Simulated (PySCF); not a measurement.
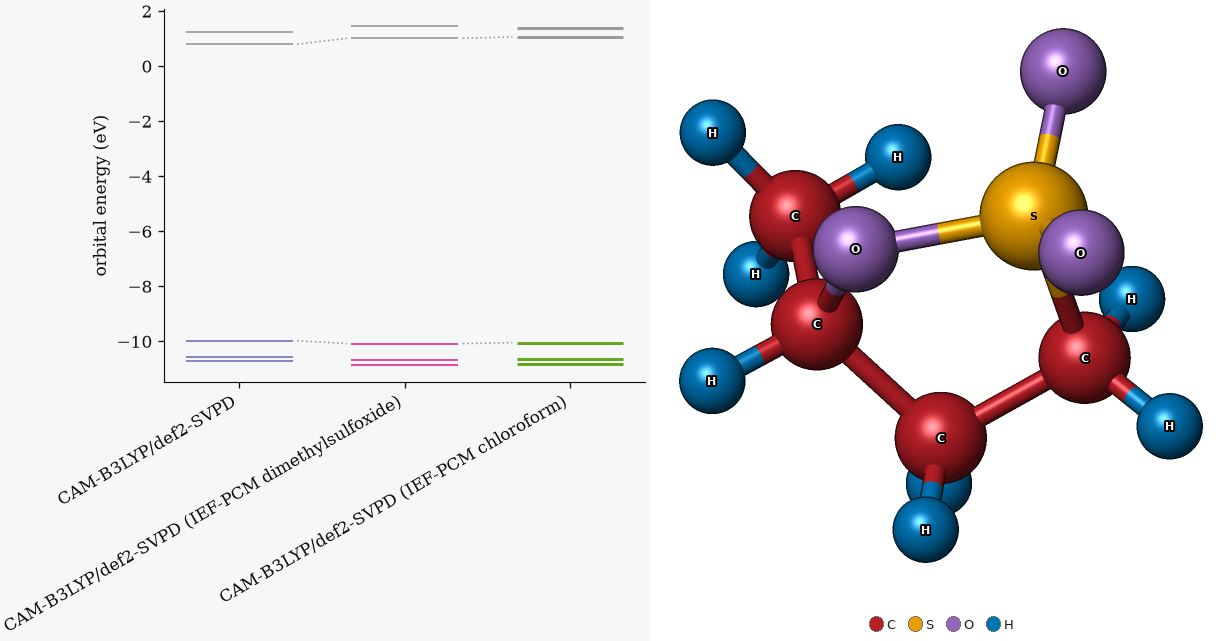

Frontier orbital energies of C₄H₈O₃S (1,3-butanesultone), SMILES C[C@H]1CCS(=O)(=O)O1 at one geometry, PySCF, at a PBE0-D3(BJ)/def2-SVP geometry (no frequency check). Empty levels are grey, levels within 0.1 eV stand side by side; all columns show the same few orbitals around the gap. Dotted lines join the HOMOs and the LUMOs.

> Compare the HOMO-LUMO separations.

The separation grows from 10.77 eV (CAM-B3LYP/def2-SVPD) to 11.11 eV (CAM-B3LYP/def2-SVPD (IEF-PCM chloroform)).

```tsv
level	HOMO (eV)	LUMO (eV)	separation (eV)
CAM-B3LYP/def2-SVPD	−9.97	0.80	10.77
CAM-B3LYP/def2-SVPD (IEF-PCM dimethylsulfoxide)	−10.08	1.01	11.09
CAM-B3LYP/def2-SVPD (IEF-PCM chloroform)	−10.04	1.07	11.11
```

Caveats, for all or some of the runs: empty levels above zero depend strongly on the basis; one conformer of a flexible molecule.
